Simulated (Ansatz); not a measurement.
The figure comes from a scan of Rh (fcc, Cu type): volume and axial ratio are varied about the relaxed values (subscript 0). Method: PBE (plane waves to 420 eV, PAW, scalar-relativistic; Ansatz, a first-principles code). k mesh 21×21×21 (Γ-centred), Fermi-Dirac smearing 0.05 eV. E stands for the smeared free energy. With partly filled bands, the response to shear is sensitive to the k mesh, so small differences along c/a are uncertain. Rh is run without spin polarisation. Rh was relaxed with its symmetry unable to fall. The PAW data are Ansatz's earlier set. The zero of ΔE is the relaxed starting cell.

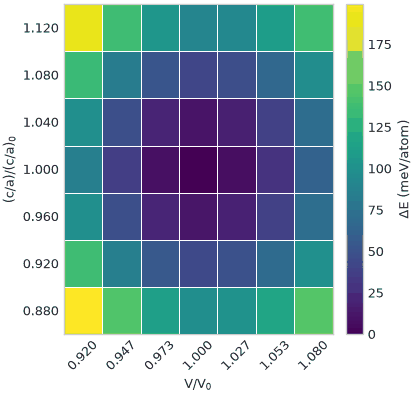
ΔE (meV/atom), one tile a computed point.

### Question
Turn the plot into a table (rounded to what can be read).

### Answer
To the nearest 20:

ΔE (meV/atom), with V/V₀ across and (c/a)/(c/a)₀ down:

| (c/a)/(c/a)₀ \ V/V₀ | 0.920 | 0.947 | 0.973 | 1.000 | 1.027 | 1.053 | 1.080 |
|---|---|---|---|---|---|---|---|
| 0.880 | 200 | 140 | 120 | 100 | 100 | 120 | 140 |
| 0.920 | 140 | 80 | 60 | 40 | 40 | 60 | 100 |
| 0.960 | 100 | 40 | 20 | 20 | 20 | 40 | 80 |
| 1.000 | 80 | 40 | 0 | 0 | 0 | 20 | 60 |
| 1.040 | 100 | 40 | 20 | 20 | 20 | 40 | 80 |
| 1.080 | 140 | 80 | 60 | 40 | 40 | 60 | 100 |
| 1.120 | 200 | 140 | 100 | 100 | 100 | 100 | 140 |

(A scan under strain: stresses follow from slopes of the energy per volume, elastic moduli from its curvatures.)
